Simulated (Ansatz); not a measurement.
**CH9BGeSi: shape, modes and thermochemistry**

Aim: relax CH9BGeSi from a cheap starting geometry, then compute its harmonic vibrations to see whether it is a minimum and to get the zero-point energy and entropy, and look at its orbitals and charge.

Program: Ansatz 0.2.0, Gaussian basis. Level of theory: RKS PBE0-D4/def2-TZVP. These are calculated values, not measurements.

Levels to be run: relaxation at PBE-D4/def2-SVP; relaxation at PBE0-D4/def2-TZVP; harmonic vibrations at the same level; a single point in def2-TZVPP for the fields.

## (1) Starting geometry

SMILES `C[SiH2][BH][GeH3]`, 13 atoms, charge 0, spin multiplicity 1.

Atoms are counted from 1 here; the program's logs count them from 0.

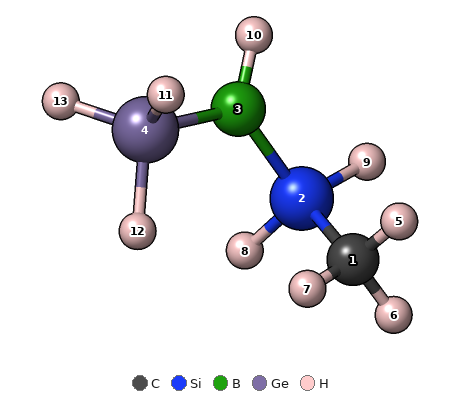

The starting geometry (carbon dark grey, silicon blue, boron green, germanium purple, hydrogen pink); atoms are numbered from 1 in the order of the file.

The start is a force-field geometry with small random shifts, so a cheaper pass at PBE-D4/def2-SVP comes first.

## (2) Geometry optimisation, PBE-D4/def2-SVP (cheap first pass)

in.yaml

```yaml
crystal:
  periodic: [false, false, false]
  atoms:
    - {symbol: C, position_ang: [-1.116600, 1.481700, -0.369300]}
    - {symbol: Si, position_ang: [-0.224600, 0.828400, 1.070500]}
    - {symbol: B, position_ang: [1.161500, -0.325700, 0.413500]}
    - {symbol: Ge, position_ang: [0.811900, -1.933300, -0.693000]}
    - {symbol: H, position_ang: [-0.472300, 2.097000, -1.046900]}
    - {symbol: H, position_ang: [-1.970800, 2.209600, -0.013200]}
    - {symbol: H, position_ang: [-1.585100, 0.697700, -0.960500]}
    - {symbol: H, position_ang: [-1.096800, 0.073500, 1.915900]}
    - {symbol: H, position_ang: [0.367900, 1.950300, 1.891300]}
    - {symbol: H, position_ang: [2.323200, -0.082600, 0.707200]}
    - {symbol: H, position_ang: [1.410000, -1.819600, -2.054300]}
    - {symbol: H, position_ang: [-0.779900, -2.015300, -0.857300]}
    - {symbol: H, position_ang: [1.192200, -3.196400, 0.010900]}
basis:
  gaussian: {orbitals: def2-SVP}
hamiltonian: {xc: pbe, dispersion: d4}
relax: {f_tol: 0.03, max_steps: 200}
```

The run is started by

```console
$ ansatz run in.yaml --threads 4 --pin off --events-out ev --progress --plain --max-ram 10444MiB
```

What it wrote, cut to the lines that bear on the results:

```text
Functional definition: PBE
  name "PBE"
  cite "Perdew, Burke & Ernzerhof, Phys. Rev. Lett. 77, 3865 (1996) doi:10.1103/PhysRevLett.77.3865"
  parent pbe
[...]
1381 factors; their error is unknown
[...]
mean field -66227.38007016 eV, -2433.8113270479 hartree, gradient 3.3e-5 eV, S^2 0.000000; 0 other end points of the search recorded, 0 dependent functions left out
[...]
reference -66227.38011298 eV, -2433.8113286216 hartree; 33, 33 occupied and 90, 90 virtual orbitals, 1381 factors
relax step   1: F+E_penalty+E_count = -66227.65801535 eV  Δ(F+E_penalty+E_count) = +0.000e0 eV  max|allowed force component| = 2.578e0 eV/Å  Δτ_max = 0.0000 Å  (28 SCF iters, accepted)
[...]
relax step   5: F+E_penalty+E_count = -66228.15445533 eV  Δ(F+E_penalty+E_count) = -2.090e-3 eV  max|allowed force component| = 4.559e-2 eV/Å  Δτ_max = 0.0207 Å  (27 SCF iters, accepted)
[...]
relax step   9: F+E_penalty+E_count = -66228.16378863 eV  Δ(F+E_penalty+E_count) = -4.430e-3 eV  max|allowed force component| = 1.943e-1 eV/Å  Δτ_max = 0.1373 Å  (29 SCF iters, accepted)
[...]
relax step  13: F+E_penalty+E_count = -66228.17544575 eV  Δ(F+E_penalty+E_count) = -2.261e-3 eV  max|allowed force component| = 4.469e-2 eV/Å  Δτ_max = 0.0804 Å  (27 SCF iters, accepted)
[...]
mean field -66227.91167647 eV, -2433.8308632195 hartree, gradient 1.7e-5 eV, S^2 0.000000; 1 other end points of the search recorded, 0 dependent functions left out
[...]
reference -66227.91171956 eV, -2433.8308648031 hartree; 33, 33 occupied and 90, 90 virtual orbitals, 1381 factors
Total energy: -66228.17820536 eV, -2433.8406579754 hartree
Atom 0 at    -1.298415     1.454044    -0.364841 Å, force     0.006897     0.013817    -0.018784 eV/Å
Atom 1 at    -0.092702     1.029201     1.035378 Å, force    -0.004491     0.009883     0.012304 eV/Å
Atom 2 at     1.149486    -0.508493     0.679509 Å, force     0.027863     0.004461    -0.000158 eV/Å
Atom 3 at     0.791466    -1.926772    -0.772342 Å, force     0.002781    -0.010055    -0.011977 eV/Å
Atom 4 at    -0.752289     1.848950    -1.246512 Å, force    -0.014866    -0.010811     0.019416 eV/Å
Atom 5 at    -2.029963     2.222974    -0.043479 Å, force     0.012123    -0.015685    -0.003670 eV/Å
Atom 6 at    -1.857607     0.551512    -0.685182 Å, force    -0.000266     0.011595     0.001369 eV/Å
Atom 7 at    -0.874200     0.515572     2.234281 Å, force    -0.001704     0.001270    -0.000099 eV/Å
Atom 8 at     0.624016     2.273924     1.504151 Å, force    -0.003707    -0.005752    -0.003494 eV/Å
Atom 9 at     2.157165    -0.642716     1.352154 Å, force    -0.016709     0.002046    -0.000351 eV/Å
Atom 10 at     1.625133    -1.481767    -2.017563 Å, force    -0.011044    -0.003499     0.009192 eV/Å
Atom 11 at    -0.686848    -2.008072    -1.246472 Å, force     0.004479    -0.002220    -0.000951 eV/Å
Atom 12 at     1.265359    -3.363059    -0.414282 Å, force    -0.001357     0.004950    -0.002797 eV/Å
Dipole moment:    -0.056322     0.087851    -0.052642 e Å
```

Run time: 15 s. Hardware: 4 threads of Intel Xeon 6975P-C, shared host.

Step by step:

```csv
step,energy from step 1 (eV),largest force component (eV/Å)
1,0.0000,2.5779
2,-0.4298,0.9029
3,-0.4490,0.5899
4,-0.4944,0.0852
5,-0.4964,0.0456
6,-0.4974,0.0267
7,-0.4993,0.1537
8,-0.5013,0.1290
9,-0.5058,0.1943
10,-0.5085,0.2935
11,-0.5096,0.2080
12,-0.5152,0.0887
13,-0.5174,0.0447
14,-0.5185,0.0706
15,-0.5192,0.0576
16,-0.5199,0.0256
17,-0.5201,0.0279
```

The force was under the threshold of 0.03 eV/Å already at step 6, but the program went on to step 17.

Close pairs (by a distance rule), those that changed most:

```csv
bond,before (Å),after (Å),change (Å)
Si2–H8,1.430,1.520,+0.090
Si2–B3,1.920,2.009,+0.089
C1–Si2,1.815,1.896,+0.081
B3–Ge4,1.983,2.061,+0.078
Ge4–H11,1.491,1.563,+0.072
C1–H6,1.177,1.109,-0.069
Ge4–H13,1.495,1.554,+0.059
Ge4–H12,1.602,1.555,-0.048
```

## (3) Geometry optimisation, PBE0-D4/def2-TZVP

in.yaml

```yaml
crystal:
  periodic: [false, false, false]
  atoms:
    - {symbol: C, position_ang: [-1.298415, 1.454044, -0.364841]}
    - {symbol: Si, position_ang: [-0.092702, 1.029201, 1.035378]}
    - {symbol: B, position_ang: [1.149486, -0.508493, 0.679509]}
    - {symbol: Ge, position_ang: [0.791466, -1.926772, -0.772342]}
    - {symbol: H, position_ang: [-0.752289, 1.848950, -1.246512]}
    - {symbol: H, position_ang: [-2.029963, 2.222974, -0.043479]}
    - {symbol: H, position_ang: [-1.857607, 0.551512, -0.685182]}
    - {symbol: H, position_ang: [-0.874200, 0.515572, 2.234281]}
    - {symbol: H, position_ang: [0.624016, 2.273924, 1.504151]}
    - {symbol: H, position_ang: [2.157165, -0.642716, 1.352154]}
    - {symbol: H, position_ang: [1.625133, -1.481767, -2.017563]}
    - {symbol: H, position_ang: [-0.686848, -2.008072, -1.246472]}
    - {symbol: H, position_ang: [1.265359, -3.363059, -0.414282]}
basis:
  gaussian: {orbitals: def2-TZVP}
hamiltonian: {xc: pbe0, dispersion: d4}
relax: {f_tol: 0.005, max_steps: 150}
```

Launched as before.

What it wrote, cut to the lines that bear on the results:

```text
Functional definition: PBE0
  name "PBE0"
  cite "Adamo & Barone, J. Chem. Phys. 110, 6158 (1999) doi:10.1063/1.478522"
  cite "Perdew, Burke & Ernzerhof, Phys. Rev. Lett. 77, 3865 (1996) doi:10.1103/PhysRevLett.77.3865"
  parent pbe
[...]
1414 factors; their error is unknown
[...]
mean field -66242.71066854 eV, -2434.3747161467 hartree, gradient 2.0e-5 eV, S^2 0.000000; 0 other end points of the search recorded, 0 dependent functions left out
[...]
reference -66242.71070717 eV, -2434.3747175665 hartree; 33, 33 occupied and 168, 168 virtual orbitals, 1414 factors
relax step   1: F+E_penalty+E_count = -66242.93937599 eV  Δ(F+E_penalty+E_count) = +0.000e0 eV  max|allowed force component| = 4.445e-1 eV/Å  Δτ_max = 0.0000 Å  (27 SCF iters, accepted)
[...]
Atom 3 at     0.793648    -1.916613    -0.778090 Å, force     0.001173    -0.001294    -0.002231 eV/Å
Atom 4 at    -0.710549     1.783138    -1.243066 Å, force     0.000127    -0.000383     0.000352 eV/Å
Atom 5 at    -1.963546     2.235104    -0.082217 Å, force     0.000406    -0.000404    -0.000355 eV/Å
Atom 6 at    -1.854147     0.567137    -0.663680 Å, force     0.000086     0.000013     0.000029 eV/Å
Atom 7 at    -0.901967     0.555959     2.227427 Å, force     0.000652     0.000247    -0.000782 eV/Å
Atom 8 at     0.634601     2.239936     1.473033 Å, force     0.000363    -0.000088    -0.000220 eV/Å
Atom 9 at     2.091554    -0.664590     1.387259 Å, force    -0.000540     0.000062    -0.000819 eV/Å
Atom 10 at     1.518842    -1.384146    -2.035818 Å, force    -0.001404    -0.001033     0.001802 eV/Å
Atom 11 at    -0.690829    -2.071393    -1.160424 Å, force     0.001592     0.000459     0.000722 eV/Å
Atom 12 at     1.360039    -3.317100    -0.482810 Å, force    -0.000837     0.003276    -0.000159 eV/Å
Dipole moment:    -0.046135     0.084289    -0.042733 e Å
```

It took 35 s on 4 threads of Intel Xeon 6975P-C, shared host; peak memory 0.6 GiB.

Relaxation path:

```csv
step,energy from step 1 (eV),largest force component (eV/Å)
1,0.0000,0.4445
2,-0.0351,0.1305
3,-0.0377,0.0484
4,-0.0381,0.0156
5,-0.0381,0.0037
6,-0.0382,0.0030
7,-0.0382,0.0053
8,-0.0382,0.0049
9,-0.0383,0.0069
10,-0.0384,0.0159
11,-0.0384,0.0167
12,-0.0385,0.0158
13,-0.0385,0.0098
14,-0.0385,0.0055
15,-0.0385,0.0033
```

The force was under the threshold of 0.005 eV/Å already at step 5, but the program went on to step 15.

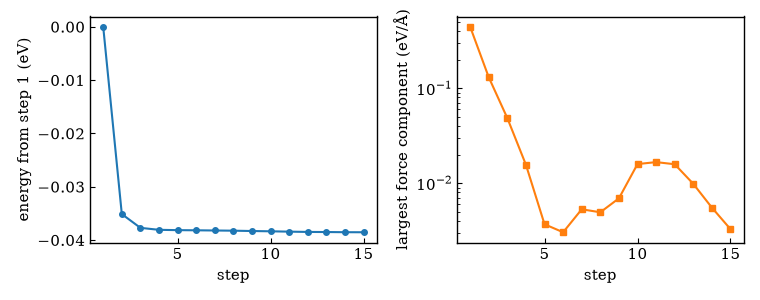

Energy and largest force along the relaxation.

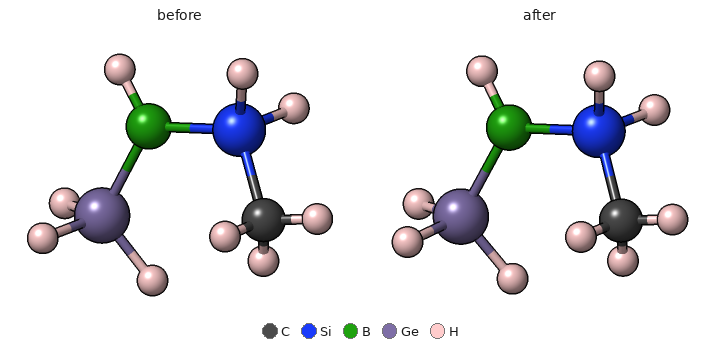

The geometry before (left) and after (right).

Distances of close pairs at the start and the end, largest changes first:

```csv
bond,before (Å),after (Å),change (Å)
B3–H10,1.219,1.197,-0.022
Si2–H8,1.521,1.499,-0.021
C1–Si2,1.896,1.875,-0.021
Si2–H9,1.511,1.492,-0.019
C1–H5,1.110,1.093,-0.017
C1–H6,1.109,1.092,-0.017
Ge4–H11,1.563,1.546,-0.017
C1–H7,1.109,1.092,-0.017
```

Mulliken charges at the end point, from the run's report:

C1 -0.50; Si2 0.11; B3 0.01; Ge4 -0.07; H5 0.14; H6 0.15; H7 0.14; H8 -0.02; H9 -0.03; H10 0.06; H11 0.01; H12 0.01; H13 0.01

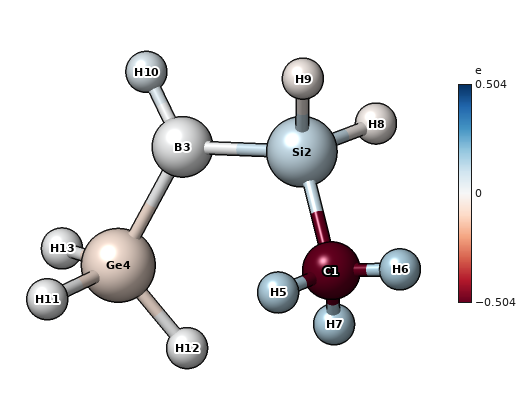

Mulliken charges at the end point, from the run's report, as colours on the atoms.

## (4) Vibrations by finite differences

in.yaml

```yaml
crystal:
  periodic: [false, false, false]
  atoms:
    - {symbol: C, position_ang: [-1.269967, 1.441795, -0.368752]}
    - {symbol: Si, position_ang: [-0.108981, 1.020017, 1.042442]}
    - {symbol: B, position_ang: [1.121903, -0.523947, 0.699495]}
    - {symbol: Ge, position_ang: [0.793648, -1.916613, -0.778090]}
    - {symbol: H, position_ang: [-0.710549, 1.783138, -1.243066]}
    - {symbol: H, position_ang: [-1.963546, 2.235104, -0.082217]}
    - {symbol: H, position_ang: [-1.854147, 0.567137, -0.663680]}
    - {symbol: H, position_ang: [-0.901967, 0.555959, 2.227427]}
    - {symbol: H, position_ang: [0.634601, 2.239936, 1.473033]}
    - {symbol: H, position_ang: [2.091554, -0.664590, 1.387259]}
    - {symbol: H, position_ang: [1.518842, -1.384146, -2.035818]}
    - {symbol: H, position_ang: [-0.690829, -2.071393, -1.160424]}
    - {symbol: H, position_ang: [1.360039, -3.317100, -0.482810]}
basis:
  gaussian: {orbitals: def2-TZVP}
hamiltonian: {xc: pbe0, dispersion: d4}
phonons: {temperatures: {t_min: 298.15, t_max: 900, t_step: 200}}
```

The command is unchanged.

What it wrote, cut to the lines that bear on the results:

```text
Functional definition: PBE0
  name "PBE0"
  cite "Adamo & Barone, J. Chem. Phys. 110, 6158 (1999) doi:10.1063/1.478522"
  cite "Perdew, Burke & Ernzerhof, Phys. Rev. Lett. 77, 3865 (1996) doi:10.1103/PhysRevLett.77.3865"
  parent pbe
[...]
1414 factors; their error is unknown
[...]
mean field -66242.74772676 eV, -2434.3760780115 hartree, gradient 2.0e-5 eV, S^2 0.000000; 0 other end points of the search recorded, 0 dependent functions left out
[...]
reference -66242.74776528 eV, -2434.3760794270 hartree; 33, 33 occupied and 168, 168 virtual orbitals, 1414 factors
[...]
1414 factors; their error is unknown
mean field -66242.74755624 eV, -2434.3760717447 hartree, gradient 2.0e-6 eV, S^2 0.000000; 0 other end points of the search recorded, 0 dependent functions left out
[...]
reference -66242.74759475 eV, -2434.3760731602 hartree; 33, 33 occupied and 168, 168 virtual orbitals, 1414 factors
[...]
Atom 6 at    -1.854147     0.567137    -0.663680 Å, force     0.000086     0.000036     0.000017 eV/Å
Atom 7 at    -0.901967     0.555959     2.227427 Å, force     0.000653     0.000247    -0.000779 eV/Å
Atom 8 at     0.634601     2.239936     1.473033 Å, force     0.000361    -0.000090    -0.000224 eV/Å
Atom 9 at     2.091554    -0.664590     1.387259 Å, force    -0.000541     0.000059    -0.000820 eV/Å
Atom 10 at     1.518842    -1.384146    -2.035818 Å, force    -0.001404    -0.001029     0.001805 eV/Å
Atom 11 at    -0.690829    -2.071393    -1.160424 Å, force     0.001601     0.000468     0.000728 eV/Å
Atom 12 at     1.360039    -3.317100    -0.482810 Å, force    -0.000840     0.003292    -0.000163 eV/Å
Dipole moment:    -0.046135     0.084288    -0.042733 e Å
Vibrations: 45.70 50.43 92.82 160.78 211.23 346.60 360.91 428.12 537.81 572.33 671.01 693.24 720.84 758.97 802.37 866.90 876.88 889.16 897.12 913.00 943.60 1277.40 1451.61 1453.51 2106.70 2135.04 2140.14 2156.56 2193.14 2620.35 3053.15 3136.38 3141.12 cm⁻¹, zero-point energy 2.399400 eV
```

Run time: 1.8 min. Hardware: 4 threads of Intel Xeon 6975P-C, shared host; peak memory 0.61 GiB.

Motions are named by where the mode's potential energy lies. The modes, unscaled (a negative number is an imaginary wavenumber):

```csv
mode,cm⁻¹,motion
1,46,torsion
2,50,torsion
3,93,bend with torsion
4,161,torsion
5,211,bend
6,347,bend with torsion
7,361,torsion with bend
8,428,bend with Si–B stretch
9,538,bend
10,572,bend with torsion
11,671,"mixed, led by Si–C stretch"
12,693,bend
13,721,wag or twist with bend
14,759,bend with Si–C stretch
15,802,bend
16,867,bend with wag or twist
17,877,bend with wag or twist
18,889,bend with wag or twist
19,897,bend
20,913,bend with wag or twist
21,944,bend
22,1277,bend
23,1452,bend
24,1454,bend
25,2107,Ge–H stretch
26,2135,Ge–H stretch
27,2140,Ge–H stretch
28,2157,Si–H stretch
29,2193,Si–H stretch
30,2620,B–H stretch
31,3053,C–H stretch
32,3136,C–H stretch
33,3141,C–H stretch
```

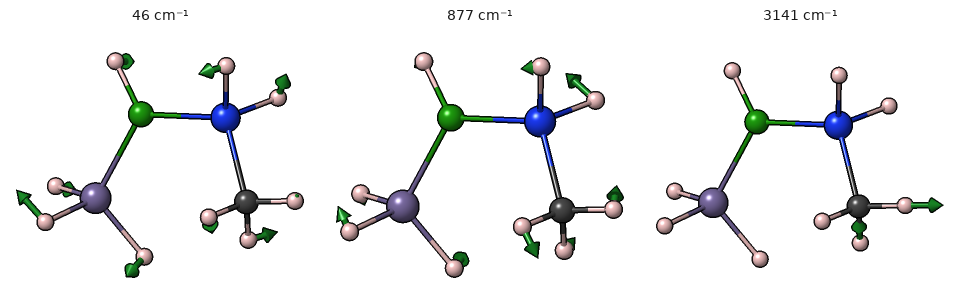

How the atoms move in 3 of the modes.

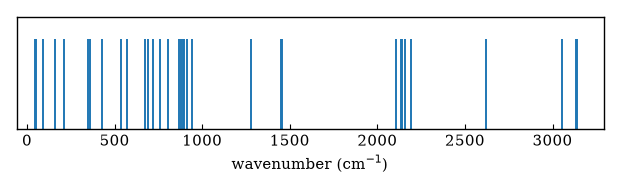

The harmonic wavenumbers as sticks (no intensities were computed).

From these modes and the moments of inertia (298.15 K, 1 bar, symmetry number 1):

```csv
term,value
zero-point energy,231.5 kJ/mol
H(298) − E,256.7 kJ/mol
"entropy, translation",169.8 J/(mol K)
"entropy, rotation",116.4 J/(mol K)
"entropy, vibration",102.5 J/(mol K)
"entropy, total",388.7 J/(mol K)
```

## (5) Orbitals, density and potential

Edit in.yaml of step 4 so:

```diff
@@ -17,4 +17,4 @@
 basis:
-  gaussian: {orbitals: def2-TZVP}
+  gaussian: {orbitals: def2-TZVPP}
 hamiltonian: {xc: pbe0, dispersion: d4}
-phonons: {temperatures: {t_min: 298.15, t_max: 900, t_step: 200}}
+output: {orbitals: {seedname: orbitals}}
```

The command is unchanged.

What it wrote:

```text
Functional definition: PBE0
  name "PBE0"
  cite "Adamo & Barone, J. Chem. Phys. 110, 6158 (1999) doi:10.1063/1.478522"
  cite "Perdew, Burke & Ernzerhof, Phys. Rev. Lett. 77, 3865 (1996) doi:10.1103/PhysRevLett.77.3865"
  parent pbe
  parameter a = 0.25
  parameter kappa = 0.804
  parameter beta = 0.06672455060314922
  exchange = (1 - a)*pbe_x(kappa = kappa, mu = beta*pi^2/3) + a*exact_x
  correlation = pbe_c(beta = beta)
1572 factors; their error is unknown
mean field evaluation 1: about -66237.0150 eV, gradient 5.0e1 eV
mean field evaluation 2: about -66235.4998 eV, gradient 5.3e1 eV
mean field evaluation 4: about -66242.5247 eV, gradient 1.4e0 eV
mean field evaluation 8: about -66242.8085 eV, gradient 6.7e-2 eV
mean field -66242.80848757 eV, -2434.3783109299 hartree, gradient 4.7e-5 eV, S^2 0.000000; 0 other end points of the search recorded, 0 dependent functions left out
reference -66242.80852610 eV, -2434.3783123458 hartree; 33, 33 occupied and 245, 245 virtual orbitals, 1572 factors
Total energy: -66243.03870937 eV, -2434.3867714250 hartree
```

It took 2.2 s on 4 threads of Intel Xeon 6975P-C, shared host; peak memory 0.83 GiB.

The fields below are evaluated on a grid from the run's orbitals.

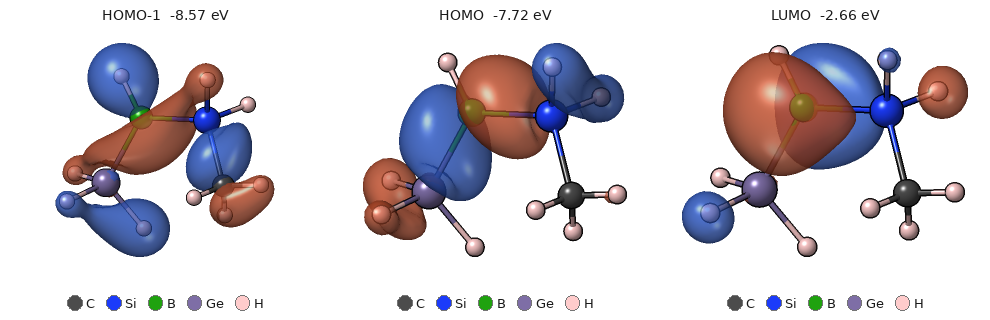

PBE0-D4/def2-TZVPP orbitals near the gap, drawn at the value that encloses 70 % of each; the two colours are the two signs.

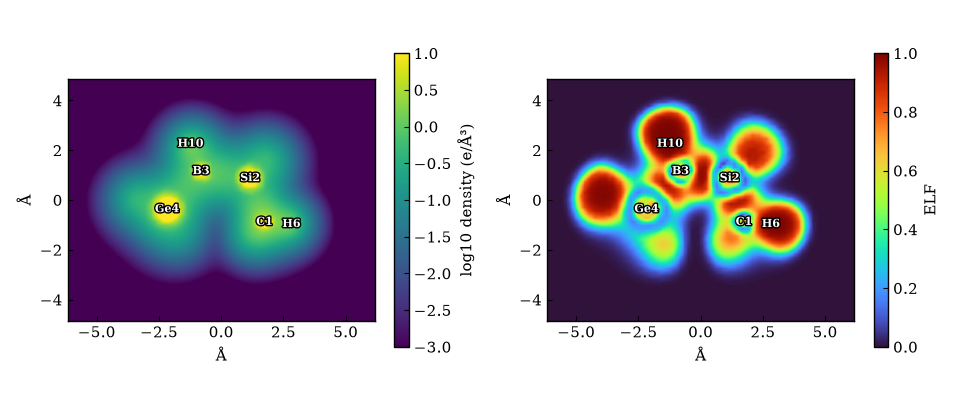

Density (left) and ELF (right) in a plane through or near 6 of the atoms.

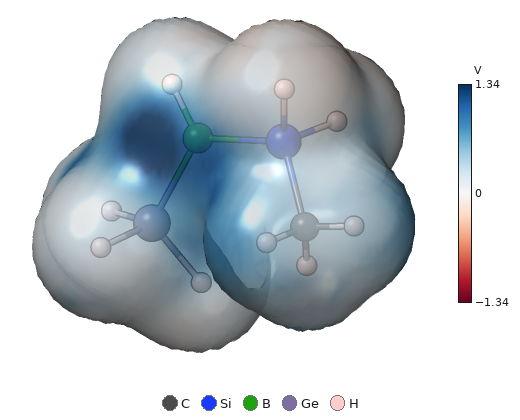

Electrostatic potential on the surface of density 0.002 e/bohr³; red is low, blue high. It runs from -0.15 to 1.34 V.

## (6) Results

```
                  quantity            value
               point group               C1
                     steps          17 + 15
shift from the start (rms)          0.458 Å
              total energy   -66242.9779 eV
           dispersion term         -230 meV
             dipole moment           0.51 D
lowest, highest wavenumber    46, 3141 cm⁻¹
         zero-point energy     231.5 kJ/mol
       entropy at 298.15 K  388.7 J/(mol K)
                HOMO, LUMO  -7.72, -2.66 eV
```

**Reading.** The relaxed geometry lies 0.46 Å (rms) from the start; the bond that changed most is C1–H6, from 1.177 to 1.092 Å. All wavenumbers are real, so the end point is a minimum. The stiffest mode, 3141 cm⁻¹, is a C–H stretch, and 4 modes under 200 cm⁻¹ make the vibrational entropy uncertain. Harmonic hybrid wavenumbers usually lie a few per cent above measured fundamentals. The largest Mulliken charge, -0.50 e, sits on C1. The HOMO lies mostly on B3 37 %; Si2 15 % and the LUMO on B3 60 %; H10 12 %.
